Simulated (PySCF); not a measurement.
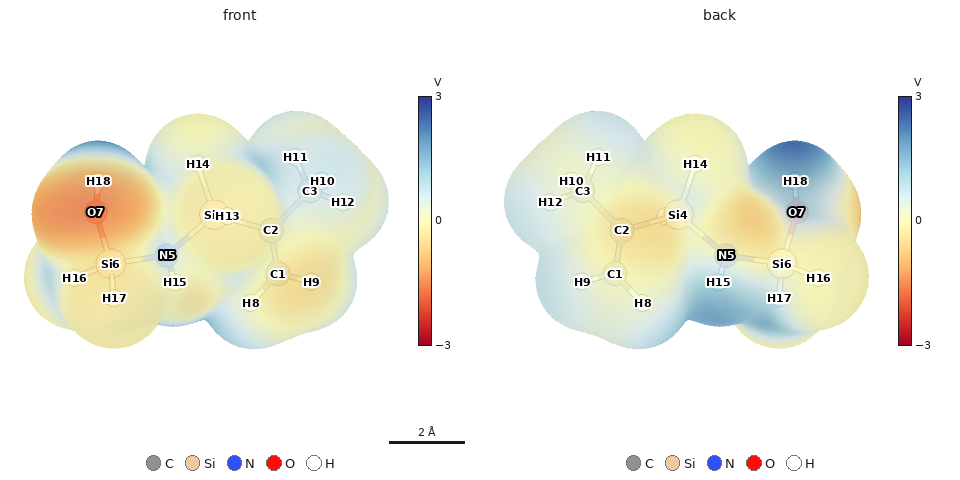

The picture shows: C3H11NOSi2 (SMILES C=C(C)[SiH2]N[SiH2]O). The electrostatic potential painted on the density surface at 0.002 e/bohr³, seen from the front and from behind; red is negative and blue positive.

Geometry: GFN2-xTB.

The calculation used PBE0/pcSseg-1, SCF density, gas phase, non-relativistic in PySCF 2.14.0.

The calculation's input:

```
{"job": {"kind": "nmr", "xc": "PBE0", "basis": "pcSseg-1"}, "charge": 0, "multiplicity": 1}
C     -1.758877    -1.163885    -0.970267
C     -1.619521    -0.227805    -0.042857
C     -2.809912     0.309103     0.689328
Si     0.025928     0.562982     0.433802
N      1.325451    -0.419655    -0.136092
Si     3.011127    -0.022974    -0.200499
O      3.353198     1.063679     0.950425
H     -0.919381    -1.559498    -1.518254
H     -2.721954    -1.580703    -1.229508
H     -2.874705     1.387595     0.553159
H     -2.706595     0.122257     1.757223
H     -3.735661    -0.146466     0.341588
H      0.092345     1.925326    -0.113209
H      0.120448     0.639482     1.904919
H      1.064297    -1.240969    -0.653333
H      3.719583    -1.289402    -0.003503
H      3.402284     0.695383    -1.406290
H      3.023187     0.951868     1.837431
```

Command:

```sh
OMP_NUM_THREADS=1 python probes_run.py task.json out
```

Which sites attract a positive test charge, and which a negative one?

Answer. A positive charge is drawn to the negative regions and a negative charge to the positive ones. The most negative region (about −1.5 V) lies over O7, the most positive (about +2.3 V) over H18. O7 is the likeliest acceptor of a hydrogen bond.
